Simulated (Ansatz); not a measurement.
Process, species as SMILES: P#P (P2) + 3 [H][H] (H2) → 2 P (PH3)
B3LYP-D3(BJ)/def2-TZVP geometries, fixed; electronic energies without zero-point terms.

Basis-set convergence of the energy of full hydrogenation at HF with Ansatz (a program for electronic structure). All functions are spherical. A restricted Hartree-Fock determinant is unstable towards unrestricted orbitals. No added dispersion term, no relativity. Functions are those of the species that has most. Reference: the value in aug-pcseg-3, -55.19 kcal/mol, itself unsure by roughly 0.18 kcal/mol (its mean distance from aug-cc-pV(Q+d)Z, def2-QZVPPD, pcseg-3). Deviations are taken from unrounded values.

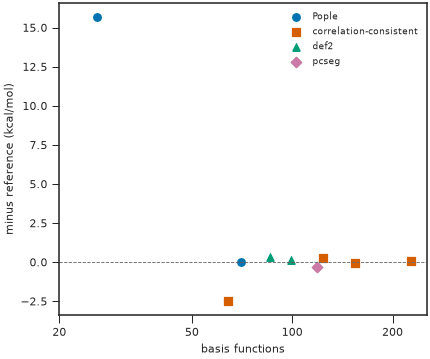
Figure: Deviation from the reference against the number of basis functions, by family of sets.

```tsv
basis	functions	energy of full hydrogenation (kcal/mol)	minus reference (kcal/mol)
3-21G	26	-39.52	15.66
aug-cc-pV(D+d)Z	64	-57.69	-2.51
6-311++G(2d,2p)	70	-55.16	0.02
def2-TZVPD	86	-54.85	0.33
def2-TZVPPD	99	-55.04	0.15
aug-pcseg-2	119	-55.50	-0.31
aug-cc-pV(T+d)Z	124	-54.91	0.28
cc-pV(Q+d)Z	154	-55.23	-0.04
aug-cc-pV(Q+d)Z	227	-55.14	0.05
```
